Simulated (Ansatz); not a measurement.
Input

```
crystal:
  periodic: [false, false, false]
  atoms:
    - symbol: C
      position_ang: [-0.763472, -1.624886, 0.142822]
    - symbol: C
      position_ang: [-0.752748, -0.329123, 0.083584]
    - symbol: O
      position_ang: [-0.742741, 0.862816, 0.029211]
    - symbol: Sn
      position_ang: [-0.729538, 3.110982, -0.090432]
    - symbol: H
      position_ang: [0.133791, -2.194498, -0.127901]
    - symbol: H
      position_ang: [-1.669745, -2.152538, 0.463869]
basis:
  gaussian:
    orbitals: def2-TZVPD
total_charge: 1
magnetization:
  spin_polarized: true
  initial_magnetization: 1
hamiltonian:
  xc: pbe0
output:
  forces: true
  orbitals: {seedname: orbitals}
```

Run with:

```sh
ansatz run input.yaml --threads 1 --pin off --max-ram 2610MiB --events-out events.jsonl --progress --plain --runs-dir runs
```

Geometry: r2SCAN-D4/def2-SVP; core potentials replace the inner electrons of Sn.

Method: Ansatz 0.2.0, isolated molecule in a Gaussian basis; Kohn-Sham density functional theory, functional PBE0.

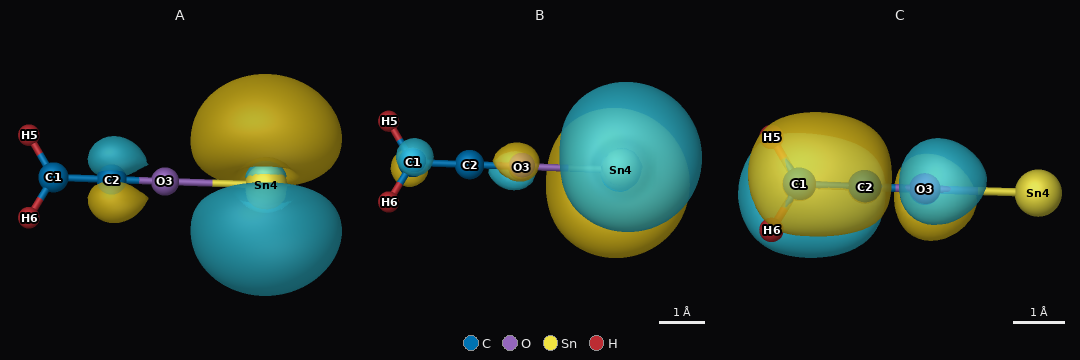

C2H2OSn (SMILES C=[C][O+]=[Sn]) (charge +1, doublet). Three frontier orbitals at ±0.08 Å⁻³ᐟ² (yellow and cyan are the two phases), in no order.

**Order the three orbitals by energy and name them. All are α orbitals.**

C is the HOMO−1 (α) (−12.28 eV). By Hirshfeld shares it lies mainly on C1 (about 45 %), C2 (about 25 %) and O3 (about 20 %); it changes sign across the molecular plane (π type); π-bonding across C1–C2; π-antibonding (a node) across C2–O3. A is the HOMO (α) (−10.22 eV). By Hirshfeld shares it lies mainly on Sn4 (about 95 %); it is symmetric in the molecular plane (an in-plane orbital: σ, lone-pair or in-plane π type). B is the LUMO (α) (−8.14 eV). By Hirshfeld shares it lies mainly on Sn4 (about 95 %); it changes sign across the molecular plane (π type).

**What is the gap between the highest occupied and lowest empty α orbitals?**

2.08 eV between the orbital energies.
